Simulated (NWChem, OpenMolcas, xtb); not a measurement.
**C2H3F3 (1,1,1-trifluoroethane): methods side by side**

C2H3F3 has 8 atoms, charge 0, and is taken as a singlet. As SMILES, `CC(F)(F)F`. Geometry: relaxed at PBE0-D4/def2-TZVP.

Quantity: the vertical energy of the triplet above the singlet, in eV. The values are calculated.

| level | kind | program | value (eV) |
| --- | --- | --- | --- |
| GFN0-xTB | semi-empirical | xtb | 7.81 |
| HF/cc-pVDZ | Hartree–Fock | NWChem | 11.38 |
| SVWN5/cc-pVDZ | LDA | OpenMolcas | 10.62 |
| BLYP/cc-pVDZ | GGA | OpenMolcas | 10.52 |
| M06-L/cc-pVDZ | meta-GGA | OpenMolcas | 11.32 |
| r2SCAN/cc-pVDZ | meta-GGA | OpenMolcas | 10.94 |
| B3LYP/cc-pVDZ | global hybrid | OpenMolcas | 11.22 |
| wB97X/cc-pVDZ | range-separated hybrid | NWChem | 11.99 |
| B2PLYP/cc-pVDZ | double hybrid | NWChem | 11.61 |
| MP3/cc-pVDZ | perturbation theory | NWChem | 11.90 |

The values span 7.81 to 11.99 eV. The xTB rows lack spin polarisation, so open shells miss the exchange term that lowers them. A triplet this far above the singlet is often a Rydberg-like or dissociative state; sets without diffuse functions put Rydberg states too high.

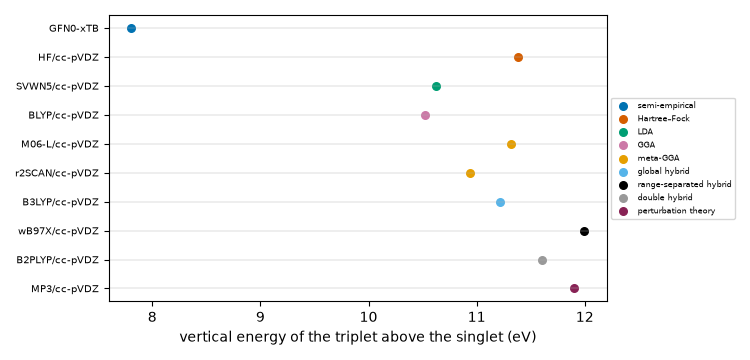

The values of the table, level by level.
